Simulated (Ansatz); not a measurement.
```xyz
11

Zr    0.0276    0.7138   -0.4830
N     0.4182   -0.0644    2.7957
H    -0.3759   -0.4774    3.3005
H     1.2705   -0.3616    3.2859
N     1.8898    0.0325   -0.7559
H     2.1993   -0.9361   -0.6097
H     2.6750    0.5977   -1.1022
Cl   -0.5216    1.6877   -2.5531
Cl   -1.4517   -1.0988   -0.2210
Cl    0.0153    2.6901    1.0293
H     0.3452    0.9697    2.9143
```

Core potentials replace the inner electrons of Zr; not at a stationary point (largest force 1.2 eV/Å).

Method: RKS PBE-D4/def2-SVP in Ansatz 0.2.0.

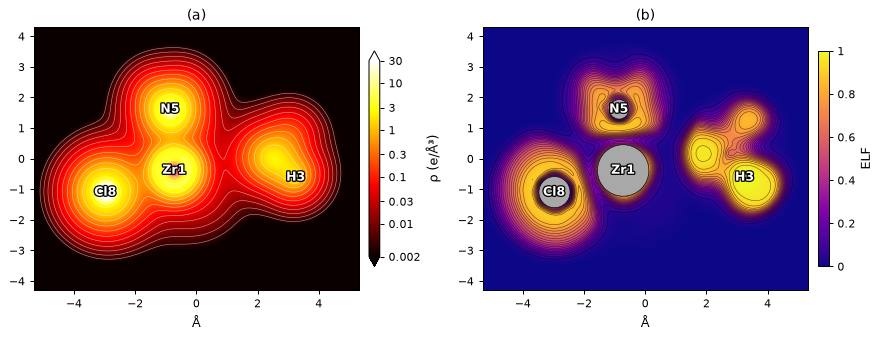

Cl3H2NZr···NH3. (a) electron density; (b) ELF on the plane of atoms N5, Zr1 and Cl8. Grey discs cover the atomic cores in the ELF map.

Interpret the plot.

- The plane passes through Zr, H, N and Cl nuclei.
- Zr–N (2.00 Å): the density is about 0.91 e/Å³ at the midpoint; the ELF peaks at about 0.90 in the valence shell of N, 0.6 Å from its nucleus, and drops to about 0.30 between the two atoms.
- Zr–Cl (2.35 Å): ρ is about 0.57 e/Å³ halfway; the ELF peaks at about 0.85 in the valence shell of Cl, 0.8 Å from its nucleus, and is about 0.35 at the midpoint.
